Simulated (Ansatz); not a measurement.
**C2H4OSi (SMILES OC#C[SiH3]): PBE-QIDH/cc-pVDZ**

Aim: the energy change on altering one bond length of C2H4OSi at PBE-QIDH/cc-pVDZ, from 2 runs. 

The results are computed with Ansatz 0.2.0.

73 further runs of the same task are left out: 73 set aside as unsound or not needed. Runs told in other sessions of the task aren't counted.

### Step 1. The molecule

The species is C2H4OSi (8 atoms), meant as a singlet with charge 0. As SMILES, `OC#C[SiH3]`. Geometry: relaxed at PBE0-D4/def2-TZVP.

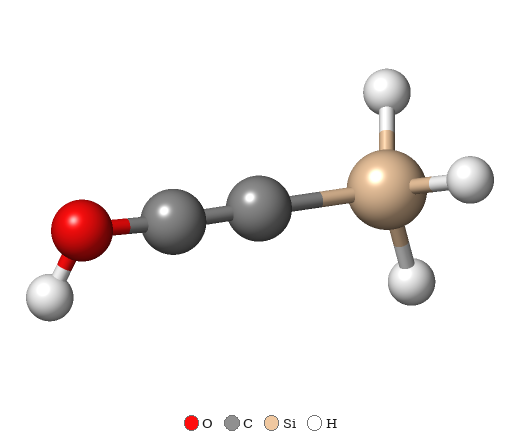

Viewed from a chosen angle; oxygen red, carbon grey, silicon light orange, hydrogen white.

### Step 2. A single-point energy at PBE-QIDH/cc-pVDZ

The input, in.yaml:

```yaml
crystal:
  periodic: [false, false, false]
  atoms:
    - {symbol: O, position_ang: [2.579200, 0.927900, 0.488100]}
    - {symbol: C, position_ang: [1.380900, 0.489600, 0.263100]}
    - {symbol: C, position_ang: [0.263000, 0.053700, 0.119800]}
    - {symbol: Si, position_ang: [-1.409600, -0.594800, -0.108400]}
    - {symbol: H, position_ang: [2.920800, 1.394400, -0.284700]}
    - {symbol: H, position_ang: [-2.349500, 0.046300, 0.846200]}
    - {symbol: H, position_ang: [-1.863400, -0.311200, -1.494000]}
    - {symbol: H, position_ang: [-1.429300, -2.063000, 0.114200]}
basis:
  gaussian:
    orbitals: cc-pVDZ
hamiltonian:
  xc: {name: PBE-QIDH}
correlation:
  frozen_orbitals: {C: 1, H: 0, O: 1, Si: 5}
accuracy: high
output:
  orbitals: {seedname: orbitals}
```

Launch:

```console
$ ansatz run in.yaml --threads 1 --pin off --max-ram 2610MiB --events-out events.jsonl --progress --plain --runs-dir runs
```

Output:

```text
Warning: RAYON_NUM_THREADS=1 ignored (pool sized by the plan → 1); use --threads N
Functional definition: PBE-QIDH
  name "PBE-QIDH"
  parameter a = 3^(-1/3)
  parameter c = 1/3
  exchange = (1 - a)*pbe_x + a*exact_x
  correlation = (1 - c)*pbe_c + c*(mp2_os + mp2_ss)
1782 factors; integrals over basis functions are off by at most 3.8e-9 eV
mean field evaluation 1: about -12041.3187 eV, gradient 3.1e1 eV
mean field evaluation 2: about -12041.4433 eV, gradient 3.0e1 eV
mean field evaluation 4: about -12043.6434 eV, gradient 5.8e0 eV
mean field evaluation 8: about -12043.7344 eV, gradient 3.5e-1 eV
mean field evaluation 16: about -12043.7347 eV, gradient 8.1e-5 eV
mean field -12043.73474280 eV, -442.5990882613 hartree, gradient 1.4e-8 eV, S^2 0.000000; 0 other end points of the search recorded, 0 dependent functions left out
8 core orbitals not correlated: weight in the atoms' cores, before any rotation towards them, 1.000 or more for the frozen orbitals, at most 0.000 for the correlated occupied ones
reference -12043.73474381 eV, -442.5990882986 hartree; 11, 11 occupied and 61, 61 virtual orbitals, 1782 factors
second order -16.63254312 eV of doubles, -0.00000000 eV of singles
Total energy: -12049.27892486 eV, -442.8028331939 hartree
```

Wall time 8.7 s (1 thread of Arm Neoverse V1, shared host); peak memory 0.23 GiB.

### Step 3. The distorted shape at the same level

The input, job.yaml:

```yaml
crystal:
  periodic: [false, false, false]
  atoms:
    - {symbol: O, position_ang: [2.758970, 0.993654, 0.521855]}
    - {symbol: C, position_ang: [1.380900, 0.489600, 0.263100]}
    - {symbol: C, position_ang: [0.263000, 0.053700, 0.119800]}
    - {symbol: Si, position_ang: [-1.409600, -0.594800, -0.108400]}
    - {symbol: H, position_ang: [3.100570, 1.460154, -0.250945]}
    - {symbol: H, position_ang: [-2.349500, 0.046300, 0.846200]}
    - {symbol: H, position_ang: [-1.863400, -0.311200, -1.494000]}
    - {symbol: H, position_ang: [-1.429300, -2.063000, 0.114200]}
basis:
  gaussian:
    orbitals: cc-pVDZ
hamiltonian:
  xc: {name: PBE-QIDH}
correlation:
  frozen_orbitals: {C: 1, H: 0, O: 1, Si: 5}
accuracy: high
output:
  orbitals: {seedname: orbitals}
```

Launch:

```console
$ ansatz run job.yaml --threads 1 --pin off --max-ram 2610MiB --events-out events.jsonl --progress --plain --runs-dir runs
```

Output, cut to the lines that bear on the results:

```text
Warning: RAYON_NUM_THREADS=1 ignored (pool sized by the plan → 1); use --threads N
[... 2 set-up lines as earlier in the session ...]
[...]
1777 factors; integrals over basis functions are off by at most 3.7e-9 eV
[...]
mean field -12042.94472574 eV, -442.5700556697 hartree, gradient 6.7e-8 eV, S^2 0.000000; 0 other end points of the search recorded, 0 dependent functions left out
8 core orbitals not correlated: weight in the atoms' cores, before any rotation towards them, 1.000 or more for the frozen orbitals, at most 0.000 for the correlated occupied ones
reference -12042.94472675 eV, -442.5700557070 hartree; 11, 11 occupied and 61, 61 virtual orbitals, 1777 factors
second order -16.92091703 eV of doubles, -0.00000000 eV of singles
Total energy: -12048.58503243 eV, -442.7773331174 hartree
```

Run time: 8.7 s. Hardware: 1 thread of Arm Neoverse V1, shared host; peak memory 0.23 GiB.

### Step 4. Outcome

Level: PBE-QIDH/cc-pVDZ, 8 core orbitals frozen.

```
                                                         quantity          value
                                        first shape: total energy  -442.80283 Eh
                   first shape: HOMO energy (SCF part's orbitals)       -9.14 eV
                   first shape: LUMO energy (SCF part's orbitals)        2.41 eV
                 first shape: HOMO–LUMO gap (SCF part's orbitals)       11.56 eV
                                    distorted shape: total energy  -442.77733 Eh
               distorted shape: HOMO energy (SCF part's orbitals)       -9.74 eV
               distorted shape: LUMO energy (SCF part's orbitals)        2.24 eV
             distorted shape: HOMO–LUMO gap (SCF part's orbitals)       11.97 eV
energy change with the O1–C2 bond stretched from 1.296 to 1.490 Å       0.694 eV
```

In words: With the O1–C2 bond stretched from 1.296 to 1.490 Å the energy rises by 0.69 eV (67.0 kJ/mol). The first shape isn't relaxed at this level, so the change isn't measured from a minimum.
